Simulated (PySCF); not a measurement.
**Two runs on C4H12P2**

System: C4H12P2, SMILES CC(C)(C)PP.
Method of the first run: GIAO PBE0/pcSseg-1 NMR shielding, non-relativistic, IEF-PCM cyclohexane (PySCF 2.14.0).

The geometry comes from this level: PBE0-D3(BJ)/def2-SVP. Text and figures count atoms from 1; the logs count them from 0 in places.

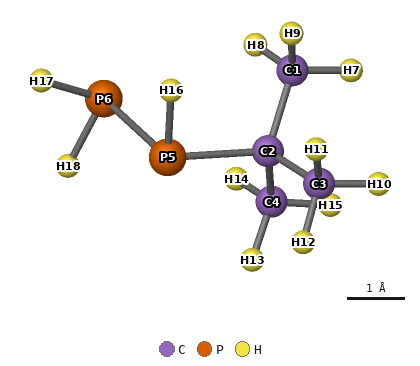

The structure as given in the input (ball-and-stick view, seen at a tilt; atoms are numbered from 1 in the order of the input). Bond lengths as drawn: C–C 1.53 Å, C–H 1.10 Å, C–P 1.90 Å, H–P 1.43 Å and P–P 2.24 Å.

### Input, the first run
```
{"job": {"kind": "nmr", "xc": "PBE0", "basis": "pcSseg-1", "solvent": "cyclohexane", "pop": false}, "charge": 0, "multiplicity": 1}
C      0.556695    -1.310369    -0.604607
C     -0.049534    -0.194038     0.239254
C     -1.368940    -0.660706     0.859248
C     -0.285197     1.052412    -0.614834
P      1.044133     0.326541     1.697476
P      2.953372     0.788762     0.622974
H     -0.118435    -1.563255    -1.440455
H      1.526607    -1.015928    -1.033751
H      0.710427    -2.224267    -0.009600
H     -2.079532    -0.946135     0.064941
H     -1.223676    -1.540604     1.506259
H     -1.836560     0.131869     1.463996
H     -0.691115     1.884419    -0.017505
H      0.646217     1.396111    -1.095073
H     -1.006869     0.831145    -1.418787
H      1.473483    -0.990151     2.059642
H      3.746567     0.611616     1.798188
H      2.866031     2.202672     0.814150
```

The first line tells a small driver script what to run in PySCF; the rest is the geometry in Å.

Launched with:
```bash
OMP_NUM_THREADS=1 python <driver script> task.json out
```

Hardware: 1 CPU thread, shared host.

### Output (the first run)
```
coarse grid: 15032 points
cycle   1  E = -841.7710376260  dE =  2.055e-01  |g| = 3.711e-01  |ddm| = 3.574e+00
cycle   2  E = -841.7597862539  dE =  1.125e-02  |g| = 4.260e-01  |ddm| = 7.414e-01
cycle   3  E = -841.8080703729  dE = -4.828e-02  |g| = 5.215e-02  |ddm| = 4.343e-01
cycle   4  E = -841.8086163914  dE = -5.460e-04  |g| = 2.529e-02  |ddm| = 7.761e-02
cycle   5  E = -841.8087661647  dE = -1.498e-04  |g| = 2.477e-03  |ddm| = 2.192e-02
cycle   6  E = -841.8087676849  dE = -1.520e-06  |g| = 9.155e-04  |ddm| = 4.650e-03
final grid: 133152 points
cycle   7  E = -841.8470502307  dE = -4.094e-05  |g| = 8.342e-03  |ddm| = 3.562e-02
cycle   8  E = -841.8470380074  dE =  1.222e-05  |g| = 1.077e-02  |ddm| = 1.858e-02
cycle   9  E = -841.8470685564  dE = -3.055e-05  |g| = 9.834e-04  |ddm| = 1.104e-02
cycle  10  E = -841.8470687896  dE = -2.332e-07  |g| = 2.120e-04  |ddm| = 1.213e-03
cycle  11  E = -841.8470688000  dE = -1.036e-08  |g| = 3.747e-05  |ddm| = 1.995e-04
cycle  12  E = -841.8470688003  dE = -3.367e-10  |g| = 8.939e-06  |ddm| = 5.528e-05
converged SCF energy = -841.8470688003

GIAO shielding tensors (ppm)
atom      isotropic    diamagn.    paramagn.     s11        s22        s33       span
  0 C      151.745     247.592     -95.846    127.364    145.223    182.649     55.284
  1 C      155.098     247.008     -91.910    149.977    153.643    161.675     11.698
  2 C      152.291     247.364     -95.073    134.387    138.078    184.406     50.019
  3 C      156.203     248.843     -92.640    141.838    143.882    182.890     41.052
  4 P      385.673     967.014    -581.341    295.794    342.923    518.302    222.507
  5 P      527.699     966.259    -438.560    457.284    540.391    585.423    128.138
  6 H       30.210      30.741      -0.531     26.139     27.607     36.884     10.745
  7 H       28.903      30.409      -1.506     23.730     29.548     33.432      9.702
  8 H       30.372      31.209      -0.837     26.630     27.701     36.786     10.156
  9 H       30.037      30.382      -0.345     26.021     27.290     36.799     10.778
 10 H       30.180      30.718      -0.538     26.107     27.853     36.580     10.472
 11 H       30.006      30.234      -0.228     26.059     27.692     36.266     10.207
 12 H       30.346      31.045      -0.699     26.502     27.588     36.948     10.445
 13 H       30.276      31.510      -1.234     25.145     30.365     35.319     10.174
 14 H       30.403      31.060      -0.657     26.573     27.586     37.049     10.476
 15 H       28.139      31.203      -3.064     23.393     27.514     33.510     10.117
 16 H       28.621      28.251       0.370     23.430     25.799     36.634     13.204
 17 H       28.765      28.804      -0.039     23.356     26.346     36.591     13.235
```

The input of the second run differs as follows (lines with − go, lines with + come):
```diff
-"solvent": "cyclohexane"
-"pop": false
+"solvent": "chloroform"
+"pop": true
```

Predict how the results change.

The total energy of the second run is 0.9 kcal/mol lower: the change of the electrostatic solvation energy at this fixed geometry, without cavity or dispersion terms. The dipole moment goes from 0.84 to 0.90 D. Of all shieldings, the largest change is that of P6, by +1.9 ppm. The number of SCF iterations is the same.

### Output (the second run)
```
coarse grid: 15032 points
cycle   1  E = -841.7729567486  dE =  2.038e-01  |g| = 3.690e-01  |ddm| = 3.574e+00
cycle   2  E = -841.7629565151  dE =  1.000e-02  |g| = 4.191e-01  |ddm| = 7.316e-01
cycle   3  E = -841.8096283792  dE = -4.667e-02  |g| = 4.853e-02  |ddm| = 4.149e-01
cycle   4  E = -841.8100824195  dE = -4.540e-04  |g| = 2.494e-02  |ddm| = 7.156e-02
cycle   5  E = -841.8102280432  dE = -1.456e-04  |g| = 2.279e-03  |ddm| = 2.116e-02
cycle   6  E = -841.8102293569  dE = -1.314e-06  |g| = 8.514e-04  |ddm| = 4.442e-03
final grid: 133152 points
cycle   7  E = -841.8485028037  dE = -4.108e-05  |g| = 8.294e-03  |ddm| = 3.554e-02
cycle   8  E = -841.8484914147  dE =  1.139e-05  |g| = 1.060e-02  |ddm| = 1.832e-02
cycle   9  E = -841.8485210151  dE = -2.960e-05  |g| = 9.243e-04  |ddm| = 1.060e-02
cycle  10  E = -841.8485212178  dE = -2.028e-07  |g| = 2.087e-04  |ddm| = 1.115e-03
cycle  11  E = -841.8485212279  dE = -1.004e-08  |g| = 3.512e-05  |ddm| = 1.849e-04
cycle  12  E = -841.8485212282  dE = -2.924e-10  |g| = 8.920e-06  |ddm| = 5.177e-05
converged SCF energy = -841.8485212282

GIAO shielding tensors (ppm)
atom      isotropic    diamagn.    paramagn.     s11        s22        s33       span
  0 C      152.079     247.679     -95.600    127.929    145.375    182.934     55.004
  1 C      154.937     246.911     -91.974    149.653    153.551    161.607     11.954
  2 C      152.570     247.481     -94.910    134.615    138.381    184.715     50.100
  3 C      156.291     248.966     -92.675    141.898    143.950    183.025     41.128
  4 P      387.342     967.199    -579.857    297.012    345.609    519.405    222.393
  5 P      529.551     966.343    -436.793    459.901    541.979    586.771    126.870
  6 H       30.179      30.729      -0.550     26.103     27.571     36.863     10.759
  7 H       28.962      30.492      -1.531     23.769     29.620     33.495      9.726
  8 H       30.341      31.196      -0.855     26.599     27.648     36.775     10.177
  9 H       30.000      30.370      -0.370     25.960     27.254     36.788     10.828
 10 H       30.151      30.715      -0.564     26.072     27.821     36.562     10.490
 11 H       30.027      30.276      -0.248     26.069     27.717     36.297     10.227
 12 H       30.343      31.071      -0.728     26.494     27.589     36.946     10.451
 13 H       30.266      31.534      -1.268     25.135     30.363     35.299     10.165
 14 H       30.365      31.057      -0.692     26.525     27.543     37.028     10.503
 15 H       28.042      31.188      -3.146     23.302     27.366     33.459     10.157
 16 H       28.547      28.169       0.378     23.310     25.682     36.647     13.337
 17 H       28.698      28.760      -0.062     23.260     26.256     36.579     13.319
```

### The two runs side by side

| quantity | the first run | the second run |
| --- | --- | --- |
| outcome | converged | converged |
| total energy (hartree) | −841.847069 | −841.848521 |
| HOMO (eV) | −6.51 | −6.52 |
| LUMO (eV) | 0.12 | 0.14 |
| dipole moment (D) | 0.84 | 0.90 |
| shielding of C1 (ppm) | 151.7 | 152.1 |
| shielding of C2 (ppm) | 155.1 | 154.9 |
| shielding of C3 (ppm) | 152.3 | 152.6 |
| shielding of C4 (ppm) | 156.2 | 156.3 |
| shielding of P5 (ppm) | 385.7 | 387.3 |
| shielding of P6 (ppm) | 527.7 | 529.6 |
| shielding of H16 (ppm) | 28.1 | 28.0 |
| SCF iterations | 12 | 12 |
| basis functions | 176 | 176 |
| wall time (shared host) | 20 s | 23 s |
